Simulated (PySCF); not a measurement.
# C₂H₉OPSi₂: runs on many settings, part 2 of 2

PySCF 2.14.0. Atoms count from 0. The steps go on from the part before.

## (6) Spin-spin couplings: mPW1PW91/Sadlej pVTZ

Job settings and geometry (Å):

```
{"job": {"kind": "j", "xc": "mPW1PW91", "basis": "Sadlej pVTZ"}, "charge": 0, "multiplicity": 1}
O      2.362889    -0.801428    -1.214479
Si     1.331583    -0.634500     0.031606
C     -0.389368    -1.041473    -0.685629
C     -1.490379    -0.299499     0.067739
Si    -1.015430     1.537137     0.338454
P      1.197297     1.510398     0.695986
H      3.220464    -0.384636    -1.210400
H      1.722505    -1.518266     1.136432
H     -0.577346    -2.115391    -0.672854
H     -0.395762    -0.736297    -1.733632
H     -1.637503    -0.774161     1.040914
H     -2.438261    -0.384991    -0.465729
H     -1.739915     2.103485     1.479503
H     -1.264875     2.328103    -0.871333
H      1.109687     1.219509     2.041510
```

With the program's defaults for keys left out, this is: mPW1PW91/Sadlej pVTZ indirect spin-spin coupling, non-relativistic, gas phase.

The log of the run:

```text
coarse grid: 13712 points
cycle   1  E = -1077.1798151341  dE =  5.794e-01  |g| = 7.707e-01  |ddm| = 2.313e+01
cycle   2  E = -1076.9949076715  dE =  1.849e-01  |g| = 1.222e+00  |ddm| = 6.484e+00
cycle   3  E = -1077.2970441692  dE = -3.021e-01  |g| = 1.042e-01  |ddm| = 3.839e+00
cycle   4  E = -1077.2990172314  dE = -1.973e-03  |g| = 5.240e-02  |ddm| = 5.593e-01
cycle   5  E = -1077.2997018684  dE = -6.846e-04  |g| = 9.269e-03  |ddm| = 2.528e-01
cycle   6  E = -1077.2997248355  dE = -2.297e-05  |g| = 3.326e-03  |ddm| = 5.156e-02
cycle   7  E = -1077.2997282918  dE = -3.456e-06  |g| = 5.086e-04  |ddm| = 1.409e-02
final grid: 117752 points
cycle   8  E = -1077.3077994968  dE = -3.448e-05  |g| = 4.383e-03  |ddm| = 5.959e-01
cycle   9  E = -1077.3077959226  dE =  3.574e-06  |g| = 5.614e-03  |ddm| = 5.888e-02
cycle  10  E = -1077.3078039917  dE = -8.069e-06  |g| = 5.513e-04  |ddm| = 2.344e-02
cycle  11  E = -1077.3078040561  dE = -6.441e-08  |g| = 2.035e-04  |ddm| = 2.675e-03
cycle  12  E = -1077.3078040656  dE = -9.530e-09  |g| = 5.868e-05  |ddm| = 1.154e-03
cycle  13  E = -1077.3078040663  dE = -7.294e-10  |g| = 1.777e-05  |ddm| = 3.140e-04
converged SCF energy = -1077.3078040663

Indirect spin-spin couplings (Hz)
  i      j    bonds     total        FC       PSO       DSO        SD
  0 O    1 Si   1    -31.036   -25.102    -6.248     0.054     0.261
  0 O    2 C    2     -9.085    -9.229     0.148    -0.004         -
  0 O    3 C    3     -2.032    -2.116     0.050     0.034         -
  0 O    4 Si   3      0.983     1.068    -0.042    -0.021    -0.022
  0 O    5 P    2     -5.386    -4.196    -0.115     0.023    -1.098
  0 O    6 H    1    -77.686   -65.622   -11.557    -0.507         -
  0 O    7 H    2     -5.342    -5.498    -0.028     0.183         -
  0 O    8 H    3      0.342     0.374    -0.090     0.057         -
  0 O    9 H    3     -1.021    -0.905    -0.001    -0.115         -
  0 O   10 H    4      0.272     0.164    -0.066     0.174         -
  0 O   11 H    4     -1.341    -1.391    -0.096     0.145         -
  0 O   14 H    3     -1.163    -1.400     0.023     0.214         -
  1 Si   2 C    1    -53.777   -54.294     1.938    -0.134    -1.287
  1 Si   3 C    2     -7.337    -7.576     0.257    -0.036     0.018
  1 Si   4 Si   2      0.922     0.922    -0.023     0.017     0.006
  1 Si   5 P    1     56.977    52.701    10.975    -0.130    -6.569
  1 Si   6 H    2      1.506     0.610     0.556     0.525    -0.185
  1 Si   7 H    1   -204.430  -205.678     1.461    -0.460     0.248
  1 Si   8 H    2      3.724     3.813     0.108    -0.000    -0.197
  1 Si   9 H    2      9.161     9.297     0.063    -0.040    -0.159
  1 Si  10 H    3     -0.699    -0.693     0.060    -0.075     0.009
  1 Si  11 H    3    -22.864   -22.759    -0.275     0.221    -0.051
  1 Si  12 H    3     -5.417    -5.565    -0.075     0.194     0.028
  1 Si  13 H    3      0.471     0.316     0.008     0.109     0.038
  1 Si  14 H    2      6.753     6.412     0.473    -0.081    -0.051
  2 C    3 C    1     27.043    27.094    -0.292     0.241         -
  2 C    4 Si   2     -2.337    -2.701     0.330    -0.025     0.059
  2 C    5 P    2     -2.029    -1.199    -0.764    -0.002    -0.066
  2 C    6 H    3      5.135     5.363     0.357    -0.585         -
  2 C    7 H    2      9.532     9.775    -0.094    -0.149         -
  2 C    8 H    1    114.067   112.132     0.964     0.972         -
  2 C    9 H    1    110.336   108.346     0.956     1.034         -
  2 C   10 H    2     -5.023    -5.182     0.153     0.007         -
  2 C   11 H    2     -3.800    -3.941     0.198    -0.058         -
  2 C   12 H    3      5.748     5.995     0.093    -0.340         -
  2 C   13 H    3     -0.256    -0.231     0.014    -0.038         -
  2 C   14 H    3      0.395     0.538     0.021    -0.164         -
  3 C    4 Si   1    -40.445   -40.350     1.502    -0.107    -1.490
  3 C    5 P    2     -3.804    -3.208    -0.583    -0.003    -0.010
  3 C    6 H    4      0.572     0.749     0.223    -0.401         -
  3 C    7 H    3      0.419     0.478     0.030    -0.089         -
  3 C    8 H    2     -3.913    -4.052     0.203    -0.064         -
  3 C    9 H    2     -4.934    -5.071     0.136     0.001         -
  3 C   10 H    1    109.703   107.715     1.013     0.975         -
  3 C   11 H    1    113.988   112.103     0.958     0.927         -
  3 C   12 H    2      4.330     4.504    -0.027    -0.146         -
  3 C   13 H    2      4.627     4.791    -0.024    -0.141         -
  3 C   14 H    3     -0.134    -0.122     0.001    -0.013         -
  4 Si   5 P    1     61.942    60.945     8.427    -0.100    -7.331
  4 Si   7 H    3     -1.581    -1.693    -0.086     0.168     0.030
  4 Si   8 H    3    -20.168   -20.096    -0.259     0.251    -0.064
  4 Si   9 H    3     -0.592    -0.657     0.070    -0.037     0.032
  4 Si  10 H    2      6.713     6.718     0.122     0.029    -0.157
  4 Si  11 H    2      3.466     3.614    -0.005     0.065    -0.208
  4 Si  12 H    1   -188.900  -189.926     1.038    -0.297     0.284
  4 Si  13 H    1   -189.140  -190.113     0.990    -0.311     0.294
  4 Si  14 H    2      7.561     7.349     0.306    -0.018    -0.076
  5 P    6 H    3     -1.156    -1.545     0.305     0.002     0.083
  5 P    7 H    2      8.725     9.820    -0.748    -0.232    -0.115
  5 P    8 H    3      4.141     4.513     0.132    -0.534     0.030
  5 P    9 H    3      0.968     1.088     0.148    -0.134    -0.134
  5 P   10 H    3     -0.517    -0.317     0.131    -0.137    -0.195
  5 P   11 H    3     -2.121    -1.689     0.099    -0.529    -0.002
  5 P   12 H    2      2.388     2.960    -0.289    -0.259    -0.024
  5 P   13 H    2     45.486    45.574    -0.017    -0.169     0.098
  5 P   14 H    1    167.949   159.153     9.096     0.767    -1.067
  6 H    7 H    3     -1.745    -1.055     0.967    -1.657         -
  6 H    8 H    4     -1.264    -0.522     1.448    -2.190         -
  6 H    9 H    4     -0.660    -0.198     1.276    -1.738         -
  6 H   10 H    5     -0.727    -0.060     0.912    -1.579         -
  6 H   11 H    5      0.233     0.766     0.967    -1.500         -
  6 H   12 H    5     -0.745    -0.046     0.536    -1.236         -
  6 H   13 H    5     -0.316    -0.011     0.378    -0.683         -
  6 H   14 H    4     -0.905    -0.240     0.400    -1.065         -
  7 H    8 H    3      1.070     1.017    -0.069     0.123         -
  7 H    9 H    3      2.399     3.583     0.910    -2.094         -
  7 H   11 H    4     -0.518    -0.055     0.793    -1.255         -
  7 H   12 H    4      0.577     1.066     0.294    -0.782         -
  7 H   13 H    4     -0.728     0.210     0.521    -1.459         -
  7 H   14 H    3      4.679     4.052    -0.330     0.958         -
  8 H    9 H    2    -15.650   -15.829     1.808    -1.628         -
  8 H   10 H    3      6.086     5.696     0.170     0.220         -
  8 H   11 H    3      2.271     2.149     0.540    -0.418         -
  8 H   12 H    4      1.603     2.183     0.761    -1.341         -
  8 H   13 H    4     -0.950    -0.525     0.806    -1.231         -
  9 H   10 H    3     13.588    14.122     1.876    -2.409         -
  9 H   11 H    3      5.777     5.397     0.167     0.213         -
  9 H   12 H    4     -1.188    -0.291     0.628    -1.525         -
  9 H   13 H    4      0.165    -0.219    -0.358     0.741         -
  9 H   14 H    4     -0.723     0.066     0.685    -1.473         -
 10 H   11 H    2    -15.489   -15.637     1.911    -1.763         -
 10 H   12 H    3      2.388     2.233    -0.074     0.229         -
 10 H   13 H    3      5.759     6.934     0.945    -2.120         -
 10 H   14 H    4      0.403     0.040    -0.268     0.631         -
 11 H   12 H    3     -0.570    -0.183     0.388    -0.775         -
 11 H   13 H    3      1.878     1.830     0.036     0.011         -
 11 H   14 H    4     -0.510     0.016     0.718    -1.244         -
 12 H   13 H    2      1.028     2.371     0.576    -1.918         -
 12 H   14 H    3      5.779     5.343    -0.173     0.609         -
 13 H   14 H    3      7.575     8.986     0.604    -2.015         -
```

Wall time 61 s (1 thread of Arm Neoverse V2, shared host); peak memory 1 GiB.

The basis is not made for couplings: without tight functions at the nuclei these values are rough.

Couplings of 1 Hz or more, nine at most for each number of bonds (isotopes 13C, 1H, 17O, 31P, 29Si):

```tsv
pair	bonds	J (Hz)	Fermi contact (Hz)	dihedral (°)
Si1–H7	1	-204.4	-205.7	–
Si4–H13	1	-189.1	-190.1	–
Si4–H12	1	-188.9	-189.9	–
P5–H14	1	167.9	159.2	–
C2–H8	1	114.1	112.1	–
C3–H11	1	114.0	112.1	–
C2–H9	1	110.3	108.3	–
C3–H10	1	109.7	107.7	–
O0–H6	1	-77.7	-65.6	–
P5–H13	2	45.5	45.6	–
H8–H9	2	-15.7	-15.8	–
H10–H11	2	-15.5	-15.6	–
C2–H7	2	9.5	9.8	–
Si1–H9	2	9.2	9.3	–
O0–C2	2	-9.1	-9.2	–
P5–H7	2	8.7	9.8	–
Si4–H14	2	7.6	7.3	–
Si1–C3	2	-7.3	-7.6	–
Si1–H11	3	-22.9	-22.8	169
Si4–H8	3	-20.2	-20.1	169
H9–H10	3	13.6	14.1	167
H13–H14	3	7.6	9.0	158
H8–H10	3	6.1	5.7	50
H12–H14	3	5.8	5.3	36
H9–H11	3	5.8	5.4	50
H10–H13	3	5.8	6.9	-160
C2–H12	3	5.7	6.0	-157
H8–H12	4	1.6	2.2	–
O0–H11	4	-1.3	-1.4	–
H6–H8	4	-1.3	-0.5	–
H9–H12	4	-1.2	-0.3	–
```

The spin-dipole term was solved for some atoms only; pairs without it lack that part.

The response was solved for the nuclei of C, H, P, Si alone, so couplings that need other nuclei can be missing.

Quadrupole couplings from the field gradients of the same density:

```tsv
atom	isotope	eQq/h (MHz)	η
O0	17O	-8.580	0.54
```

Joined with the shifts from before (PBE0/pcSseg-1, unscaled), the couplings predict the line list below for 600 MHz.

1H NMR δ 5.97 (m, 1H), 4.73 (m, 1H), 4.39 (m, 1H), 1.72 (m, 1H), 1.41 (br s, 1H), 1.36 (m, 1H), 0.79 (m, 1H), 0.49 (m, 1H), 0.03 (m, 1H).

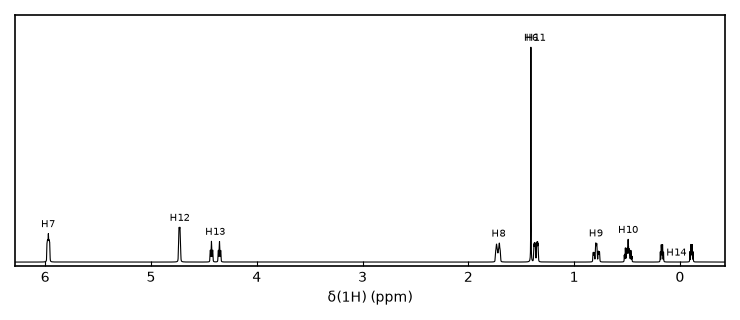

Simulated proton spectrum at 600 MHz, by exact diagonalisation of each spin system; lines 1.2 Hz wide, exchangeable protons uncoupled.

## (7) Run by run: NMR shifts

Shifts (ppm) of some atoms, chosen among heavy atoms and hydrogens apart, with basis size and wall time:

```tsv
run	C2	C3	H7	H13	H6	Si1	Si4	functions	time
PBE0/pcSseg-1	17.1	11.7	5.97	4.39	1.41	30.3	-27.1	168	23 s
LDA/pcSseg-1	20.5	13.9	6.66	4.72	1.52	39.1	-29.7	168	22 s
BLYP/pcSseg-1 in water	20.6	15.0	6.10	4.25	2.23	28.2	-29.0	168	13 s
```

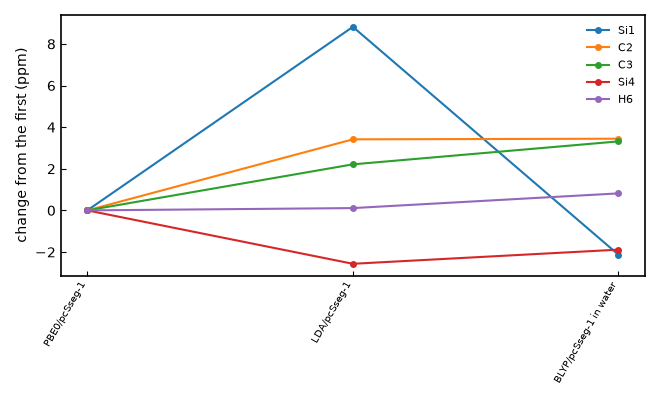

How five of the tabulated atoms move from run to run.

## (8) Summary of results

What follows sums up all 2 parts.

| quantity | value |
| --- | --- |
| 13C shifts against TMS (PBE0/pcSseg-1) | 17.1, 11.7 ppm |
| 1H shifts against TMS (PBE0/pcSseg-1) | 5.97, 4.73, 4.39, 1.72, 1.41, 1.36, 0.79, 0.49, 0.03 ppm |
| 17O shifts against H2O (PBE0/pcSseg-1) | 40.9 ppm |
| 29Si shifts against TMS (PBE0/pcSseg-1) | 30.3, -27.1 ppm |
| 31P shifts against H3PO4 (PBE0/pcSseg-1) | -327.4 ppm |
| surface potential, least and greatest | -1.27 V and 2.16 V |
| lowest singlet (PBE0/def2-SVPD) | 5.60 eV (221 nm), f = 0.003 |
| brightest single state of those computed | state 4, 6.72 eV, f = 0.093 |
| lowest triplet | 5.14 eV |
| largest coupling of the table (mPW1PW91/Sadlej pVTZ) | 1J(Si,H) Si1–H7, -204.4 Hz |
| range of the shift of Si1 | 28.2 to 39.1 ppm |

In words: Single values in the summary come from the first run of each kind that ended normally (PBE0/pcSseg-1; PBE0/def2-SVPD; mPW1PW91/Sadlej pVTZ), which need not be the best level. At PBE0/pcSseg-1: The widest tensor belongs to Si1: span 159 ppm, with a paramagnetic part of -560 ppm. The lowest singlet, at 5.60 eV, is HOMO→LUMO 0.97 and is weak; of the 6 states computed, the strongest absorption comes from state 4 at 6.72 eV. The lowest triplet lies 0.46 eV below the lowest singlet (triplets in Tamm-Dancoff, singlets in full TDDFT). In the run at mPW1PW91/Sadlej pVTZ, the largest coupling of the table is Si1–H7, -204.4 Hz, of which the Fermi-contact term gives -205.7 Hz. Couplings across rotatable bonds belong to this one conformer; where others are populated, the observed values are averages. Among the atoms with a shift in every run: Across the 3 runs the shift of Si1 moves most, between 28.2 (BLYP/pcSseg-1 in water) and 39.1 ppm (LDA/pcSseg-1). Couplings from bases without tight functions are rough.
